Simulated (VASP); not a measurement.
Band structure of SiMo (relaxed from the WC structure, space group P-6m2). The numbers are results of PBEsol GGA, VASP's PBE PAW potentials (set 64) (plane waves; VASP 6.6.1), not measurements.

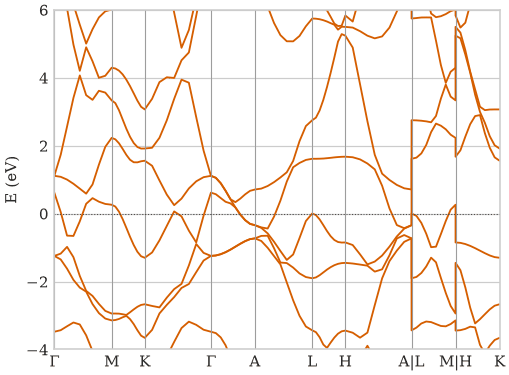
Bands along high-symmetry lines, zero at the valence-band maximum or, without a gap, the Fermi level

### Question
Read the plot: is there a gap, and where are the band edges?

### Answer
It has no gap at this level: it comes out as a metal or semimetal. (Edges off the drawn lines would not show.)

The structure was generated: SiMo was put into the WC type (P-6m2), which need not be its known phase. It was relaxed first, which changed the volume by -14 %.
